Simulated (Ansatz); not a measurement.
SnPH$_{7}$: several calculations on one system

## 1. Relaxation

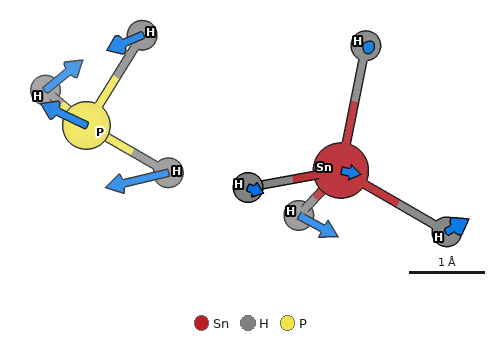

This is a relaxation of SnPH7. The starting structure is drawn; blue arrows show the displacements, at their true length. The two geometries are superimposed by the best rigid fit.

A ball-and-stick model, seen at a tilt.

The run prepares an end point of a later path (reaction) calculation, from a guessed geometry.

Level of theory: RKS PBE/def2-SVP (Ansatz 0.2.0). Set-up: no spin polarisation; force threshold 0.03 eV/Å; at most 50 steps.

### What did the optimiser do to the structure, and how much energy did it gain?

Over 21 accepted moves (24 points after the start) the energy falls by 0.184 eV. The largest force component goes from 0.5 to 0.0065 eV/Å. The line search rejected the trial steps at points 8, 10, 16 of the run. The forces were under the threshold at step 5, but the run went on from there. The atom that moves furthest after the best rigid fit is an H atom (0.92 Å). By element the largest moves are H 0.92 Å, P 0.78 Å, Sn 0.29 Å. Near-neighbour distances that change, for instance: H–P 1.430 → 1.442 Å, H–Sn 1.736 → 1.725 Å. The run took 27 s on 2 threads of Arm Neoverse V1 (shared host), peak memory 0.12 GiB.

## 2. Relaxation

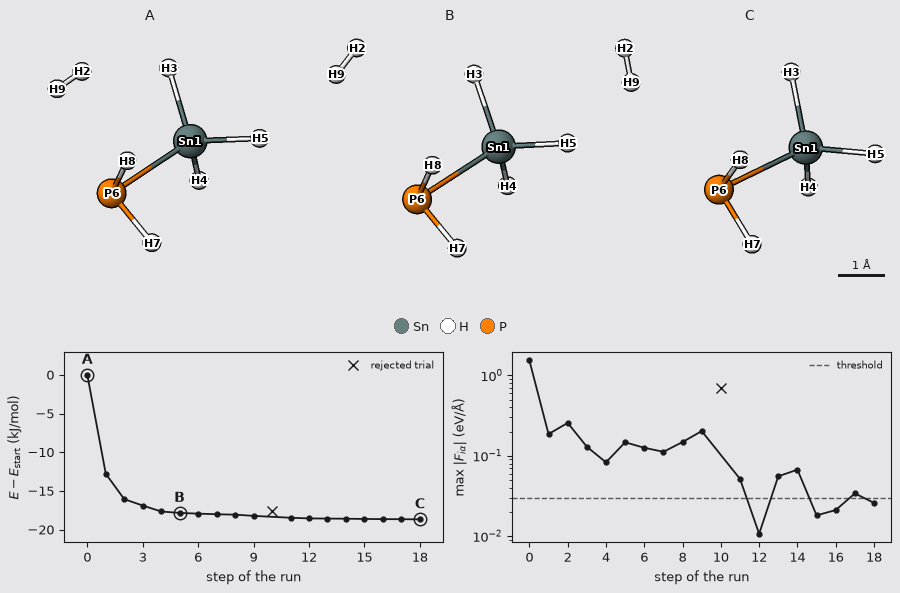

Frames of a relaxation of SnPH$_{7}$, marked on the history of the run. Style: ball-and-stick. Shown at a tilt.

The run prepares an end point of a later path (reaction) calculation, from a guessed geometry.

Level of theory: RKS PBE/def2-SVP in Ansatz 0.2.0. Settings: no spin polarisation; force threshold 0.03 eV/Å; at most 50 steps.

### Describe the path.

The largest move after the best rigid fit is that of H2, 1.40 Å. By element the largest moves are H 1.40 Å, Sn 0.38 Å, P 0.18 Å. Some distances before and after: Sn1–P6 2.481 → 2.550 Å, H2–H9 0.720 → 0.770 Å. Bond angles that change, for instance: H3–Sn1–P6 111.2° → 108.3°. Over 17 accepted moves (18 points after the start) the energy falls by 18.7 kJ/mol. The largest force component goes from 1.5 to 0.026 eV/Å. The line search rejected the trial step at point 10 of the run. The forces were under the threshold at step 12, but the run went on from there. Cost: 21 s on 2 threads of Arm Neoverse V1 (shared host), peak memory 0.12 GiB. From step 0 to 5: H2 moves most (0.77 Å), energy −17.8 kJ/mol. From step 5 to 18: H2 moves most (0.71 Å), energy −0.83 kJ/mol.

```
step  E − E(0), kJ/mol  largest force component, eV/Å      note
   0              0.00                         1.5352          
   1            -12.78                         0.1859          
   2            -16.06                         0.2562          
   3            -16.89                         0.1295          
   4            -17.65                         0.0827          
   5            -17.84                         0.1469          
   6            -17.93                         0.1256          
   7            -18.01                         0.1118          
   8            -18.06                         0.1480          
   9            -18.22                         0.2027          
  10            -17.65                         0.6882  rejected
  11            -18.46                         0.0515          
  12            -18.55                         0.0107          
  13            -18.57                         0.0555          
  14            -18.59                         0.0670          
  15            -18.62                         0.0181          
  16            -18.64                         0.0211          
  17            -18.65                         0.0339          
  18            -18.67                         0.0259
```

Limits of the set-up: the start holds two separate molecules, 2.2 Å apart at their closest, whose relative position is a soft coordinate and is computed without a dispersion correction.

## 3. Path

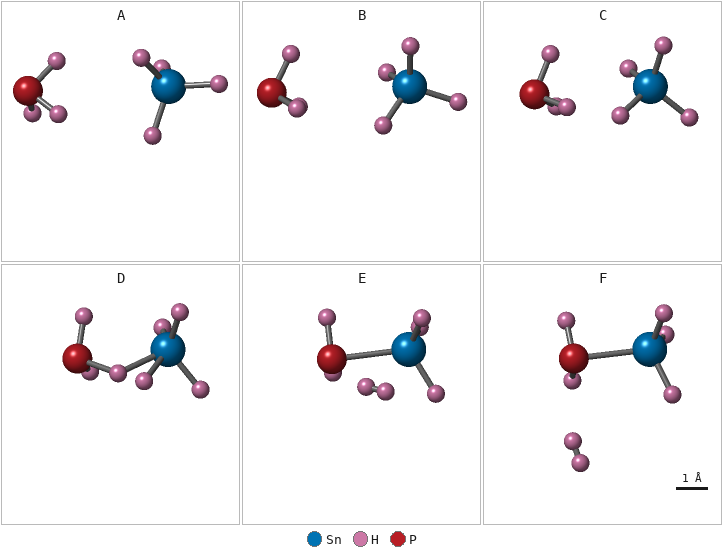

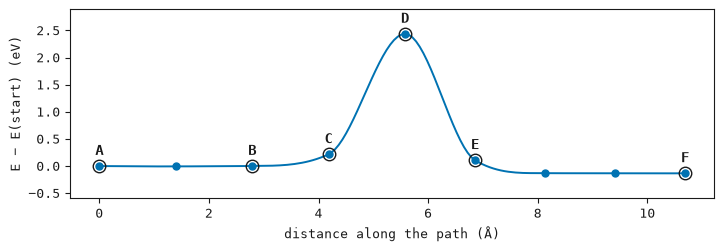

A nudged-elastic-band calculation for SnPH$_{7}$, made up at the start of SnH$_{4}$ and PH3. Images are numbered from 0 (start) to 8 (end). Frames A to F are images 0, 2, 3, 4, 5, 8. The picture is a ball-and-stick view, seen at a tilt.

Computed with Ansatz 0.2.0, RKS PBE/def2-SVP. Run with 7 movable images; climbing image; force threshold 0.05 eV/Å; iteration limit 60; starting path through a guess of the saddle point.

### What happens along the path, and what is the barrier?

The energy climbs by 2.44 eV to image 4 and then falls by 2.57 eV, so the end point sits at −0.13 eV. Breaking: H–P (1.44 → 3.08 Å), H–Sn (1.72 → 4.70 Å). Forming: H–H (3.24 → 0.77 Å), P–Sn (4.69 → 2.55 Å). The band is converged. At the top, the vibrational analysis gives one imaginary mode (1714i cm⁻¹), as a transition state must have.

Limits of the set-up: the start holds two separate molecules, 3.2 Å apart at their closest, whose relative position is a soft coordinate and is computed without a dispersion correction.

The run took 3.1 min on 2 threads of Arm Neoverse V1, with other jobs on the host, peak memory 0.12 GiB.
